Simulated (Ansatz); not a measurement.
**CH2AlN (SMILES N#[C][AlH2]): the energy, rung by rung**

CH2AlN has 5 atoms, charge 0, and is taken as a singlet. SMILES: `N#[C][AlH2]`. The shape is that of a PBE0-D4/def2-TZVP optimisation.

```xyz
5

N     1.3823   -1.3460    1.3942
C     0.7142   -0.6980    0.7118
Al   -0.4072    0.3900   -0.4346
H    -1.6297   -0.3229   -1.1202
H    -0.0097    1.9032   -0.5926
```

Quantity: the energy change with the C2–Al3 bond stretched from 1.938 to 3.876 Å, in eV. The values are calculated.

```tsv
level	kind	program	value (eV)	CPU time (all runs)
HF/STO-3G (restricted)	Hartree–Fock	Ansatz	7.68	0.21 s
SVWN5/STO-3G (restricted)	LDA	Ansatz	6.09	1.5 s
revPBE/STO-3G (restricted)	GGA	Ansatz	5.67	2.3 s
r2SCAN/STO-3G (restricted)	meta-GGA	Ansatz	6.08	5.6 s
BHLYP/STO-3G (restricted)	global hybrid	Ansatz	7.01	2.1 s
HSE06/STO-3G (restricted)	range-separated hybrid	Ansatz	6.46	2.8 s
B2PLYP/STO-3G (restricted)	double hybrid	Ansatz	6.52	3.1 s
MP2/STO-3G (restricted)	perturbation theory	Ansatz	7.54	0.27 s
BCCD(T)/STO-3G (restricted)	coupled cluster or CI	Ansatz	6.40	0.41 s
CCSDT(Q)/STO-3G (restricted)	coupled cluster or CI	Ansatz	6.26	1.2 s
```

The first shape isn't each level's own minimum. The values span 5.67 to 7.68 eV. All rows use very small basis sets, so none should be taken for the real molecule's value. Times are those of the runs behind each value, whatever else they computed, on shared processors of several kinds: orders of magnitude only.

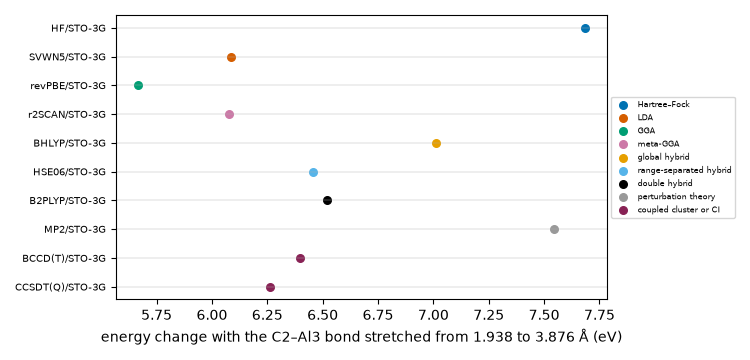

The values of the table, level by level.
